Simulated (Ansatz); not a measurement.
# Sn4Se: the cost of one run

Program: Ansatz 0.2.0. Level of theory: DFT PBE, scalar-relativistic, plane waves, PAW. These are calculated values, not measurements.

## 1. Starting point

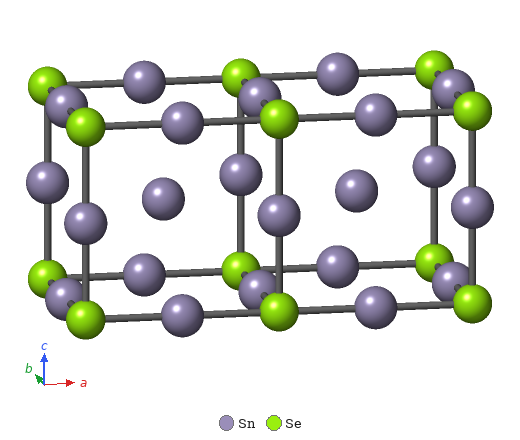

The starting structure, seen slightly off an axis (tin purple, selenium green). 2×1×1 cells are drawn. Atoms on the faces are drawn again on the opposite ones.

Coordinates:

```cif
data_structure
_symmetry_space_group_name_H-M 'P 1'
_symmetry_Int_Tables_number 1
_cell_length_a 5.3085
_cell_length_b 5.3085
_cell_length_c 5.3085
_cell_angle_alpha 90.000
_cell_angle_beta 90.000
_cell_angle_gamma 90.000
_cell_volume 149.60
loop_
_atom_site_label
_atom_site_type_symbol
_atom_site_fract_x
_atom_site_fract_y
_atom_site_fract_z
_atom_site_occupancy
Sn1 Sn 0.50000 0.00000 0.00000 1
Sn2 Sn 0.00000 0.50000 0.00000 1
Sn3 Sn 0.00000 0.00000 0.50000 1
Sn4 Sn 0.50000 0.50000 0.50000 1
Se1 Se 0.00000 0.00000 0.00000 1
```

The cell is invented: random cell by space group and Wyckoff sites (Pm-3m, No. 221). Its size is a rough estimate.

## 2. Probe: one point on a coarse mesh

input.yaml reads:

```yaml
crystal:
  lattice:
    - [5.3085334, 0.0, 0.0]
    - [0.0, 5.3085334, 0.0]
    - [0.0, 0.0, 5.3085334]
  atoms:
    - { symbol: Sn, position: [0.5, 0.0, 0.0] }
    - { symbol: Sn, position: [0.0, 0.5, 0.0] }
    - { symbol: Sn, position: [0.0, 0.0, 0.5] }
    - { symbol: Sn, position: [0.5, 0.5, 0.5] }
    - { symbol: Se, position: [0.0, 0.0, 0.0] }
basis:
  ecutwfc: 420
kpoints:
  mp_grid: { grid: [4, 4, 4] }
hamiltonian:
  xc: pbe
scf:
  occupations: { method: gaussian, width: 0.1 }
  lower_state_search: "off"
output:
  forces: true
  stress: true
  eigenvalues: true
```

Command:

```sh
$ ansatz run input.yaml --threads 1 --pin off --max-ram 2560MiB --backend cpu --events-out ev --progress --plain --runs-dir out
```

**Question.** How long does this run take on 1 thread of Intel Xeon Platinum 8375C at 2.90GHz (Ice Lake), shared host, and how much memory does it need?

About 3.2 s, with a peak of 0.45 GiB.
